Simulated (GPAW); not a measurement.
## Energy mapping worked by hand: free-standing square Mo monolayer, spacing 3.288 A

Can a spin model with one coupling foretell the energy of a further order of free-standing square Mo monolayer, spacing 3.288 A?

Method: LDA; plane waves with GPAW's PAW setups, scalar-relativistic, in GPAW 26.7.0.

### 1. The structure

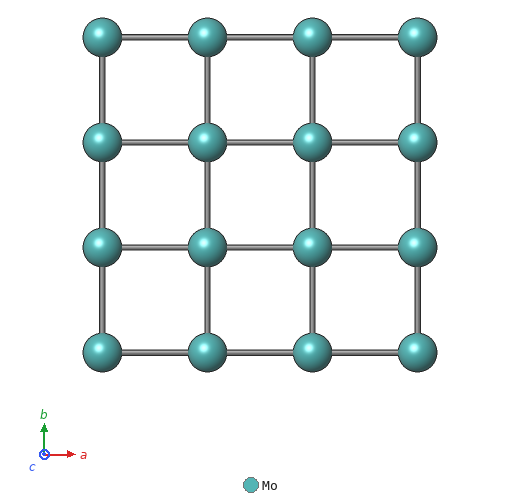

The starting structure, seen from above (molybdenum teal). 3×3×1 cells are drawn. Some periodic images of atoms are drawn too.

The cell holds 1 atom: 1 Mo. Cell: a = 3.288 Å, b = 3.288 Å, c = 14.000 Å, α = 90.0°, β = 90.0°, γ = 90.0°. model lattice. Vacuum lies along c.

### 2. The parallel order

All energies count from this run.

The input, order1.py:

```python
import json
import numpy as np
from ase import Atoms
from ase.parallel import paropen, parprint
from gpaw import GPAW

atoms = Atoms(['Mo'],
    cell=[[3.288, 0.0, 0.0],
         [0.0, 3.288, 0.0],
         [0.0, 0.0, 14.0]],
    scaled_positions=[[0.0, 0.0, 0.5]],
    pbc=True,
    magmoms=[1.0])
atoms.calc = GPAW(mode={'name': 'pw', 'ecut': 550},
    xc='LDA',
    kpts={'size': (8, 8, 1), 'gamma': True},
    occupations={'name': 'fermi-dirac', 'width': 0.05},
    convergence={'density': 1e-05, 'energy': 1e-05},
    maxiter=200,
    txt='order1.txt')
e = atoms.get_potential_energy(force_consistent=True)
res = {'free_energy': e, 'energy_sigma0': atoms.get_potential_energy(), 'fermi_energy': atoms.calc.get_fermi_level()}
res['moments'] = atoms.get_magnetic_moments().tolist()
res['total'] = atoms.get_magnetic_moment()
parprint('site moments (muB):', np.round(res['moments'], 3))
parprint(f"total moment: {res['total']:.3f} muB")
parprint(f'free energy: {e:.6f} eV')
atoms.calc.write('order1.gpw')
n = atoms.calc.get_pseudo_density()
up, down = (atoms.calc.get_pseudo_density(spin=i) for i in (0, 1))
np.savez('grids.npz', density=n, spin=up - down)
with paropen('results.json', 'w') as f:
    json.dump(res, f)
```

On the command line:

```sh
OMP_NUM_THREADS=1 python3 order1.py > order1.log
```

Log:

```text
site moments (muB): [2.752]
total moment: 3.726 muB
free energy: -6.292415 eV

--- order1.txt ---
Input parameters:
  mode=PW(ecut=550),
  convergence={'density': 1e-05, 'energy': 1e-05},
  kpts=MonkhorstPack(size=(8, 8, 1), gamma=True),
  maxiter=200,
  occupations=Occupations(name='fermi-dirac', width=0.05),
  xc=XC(name='LDA')

Diagonalizing LCAO Hamiltonian
Converting LCAO to pw mode
   .-------.
  /|       |
[...]
|          3 |       -38.088 |     1.000 |       -36.085 |     1.000 |
|          4 |        -6.166 |     1.000 |        -5.043 |     1.000 |
[...]
|          9 |        -1.857 |     0.000 |        -0.362 |     0.000 |
|         10 |        -1.678 |     0.000 |        -0.117 |     0.000 |
|         11 |         1.568 |     0.000 |         1.776 |     0.000 |
|         12 |         2.671 |     0.000 |         2.913 |     0.000 |

No gap
No difference between direct/indirect transitions


[key lines of the parts left out:]
Free energy:      -6.292415
Converged in 21 steps
dipole moment: (-12.159895, -12.159895, 0.000002)  # |e|*Ang
Fermi level: -2.594
```

Wall time 56 s (1 MPI rank of AMD EPYC 7R43, shared host); peak memory 0.22 GiB.

Spin moment in the augmentation sphere by atom:

```tsv
atom	spin moment in the augmentation sphere (μB)
Mo1	2.75
```

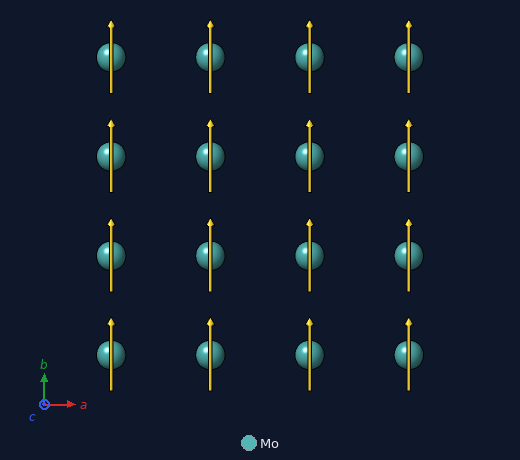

Spin moment in the augmentation sphere as arrows, the longest 2.75 μB. Up and down stand for the sign. Arrows give size and sign along the axis of quantisation, drawn up and down the page. 3×3×1 cells are drawn. Some periodic images of atoms are drawn too.

Numbers from this step:

```
magnetization : 3.726 μB
final state   : ferromagnetic
```

After 21 cycles the largest moment stands at 2.75 μB.

### 3. The orders used for the fit

The other orders were run with the same settings, on meshes that hold the same points. Free energies (smearing 0.05 eV, its entropy term included) are divided by the number of Mo atoms; q is in fractions of the reciprocal vectors of the first run's cell.

```tsv
order	atoms	mesh	free energy (eV)	eV per Mo	largest moment (μB)
F +	1	8×8×1	-6.2924	-6.2924	2.75
AF q=(0,1/2,0) +-	2	8×4×1	-13.1084	-6.5542	3.04
```

### 4. Counting neighbours

With E = −Σ J e_i·e_j over ordered pairs of unit vectors, turning a neighbour from parallel to opposed costs 2J a Mo atom. So an order lies 2 Σ n J over the parallel one, n being the opposed neighbours in each shell.

```tsv
shell	distance (Å)	neighbours	opposed in AF q=(0,1/2,0) +-	opposed in AF q=(1/2,1/2,0) +-
J1	3.29	4	2	4
J2	4.65	4	4	0
```

Only J1 is kept.

### 5. Solving

```
2 × 2 × J1 = -261.80 meV    (AF q=(0,1/2,0) +-)
J1 = -65.45 meV
```

### 6. The test

The couplings now give the orders that were left out:

```
2 × 4 × (-65.45) = -523.60 meV    (AF q=(1/2,1/2,0) +-)
```

The runs themselves:

```tsv
order	atoms	mesh	free energy (eV)	eV per Mo	largest moment (μB)	over the parallel order (meV)	foretold (meV)
AF q=(1/2,1/2,0) +-	2	4×8×1	-13.5363	-6.7682	3.14	-475.76	-523.60
```

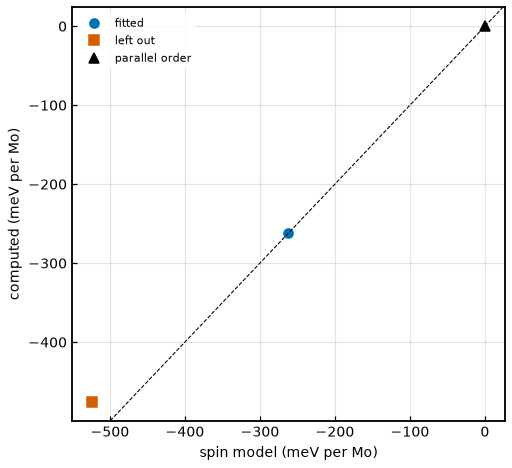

Computed energies of the orders against the model; the dashed line marks agreement.

### 7. One more shell

The miss asks for the next shell, which takes one more order into the fit and leaves none for a test.

```
2 × 2 × J1 + 2 × 4 × J2 = -261.80 meV    (AF q=(0,1/2,0) +-)
2 × 4 × J1 = -475.76 meV    (AF q=(1/2,1/2,0) +-)
J1 = -59.47 meV
J2 = -2.99 meV
```

### 8. Summary of results

```yaml
j1_mo_mo_at_3p29_a: -65.5 meV
largest_miss_on_the_orders_left_out: 48 meV
j1_with_2_shells: -59.5 meV
j2_with_2_shells: -2.99 meV
```

In words: The model misses the order left out by 48 meV, 10 % of the span of the orders, so it holds only roughly. With the next shell added the couplings are J1 = -59.47 and J2 = -2.99 meV, untested. The first dropped shell that the test feels is J2 at 4.65 Å. The site moments spread by 12 % over the orders, so moments are not rigid and part of the miss lies outside a spin model. In a metal couplings reach far, and the mesh was not tested. The couplings are effective ones: further shells with opposed neighbours are folded into them or show in the miss. No mean-field temperature is given: it needs a model that holds, an unfrustrated order and couplings in all three dimensions.

[Logs and program files are shortened in this print: banners, set-up blocks, solver, clock and traceback lines can be left out without a mark of their own.]

[Logs are printed without paths, hosts, clocks, repeated set-up lines and the standing remarks that a program may print on its own settings, such as how far it seeks lower states.]

[Hosts, paths, dates, database ids (printed as entryN), source tags and the programs' standing remarks are cut or masked in the printed files.]

[Where a cell is said to come from a database of computed structures, the database is the Materials Project.]
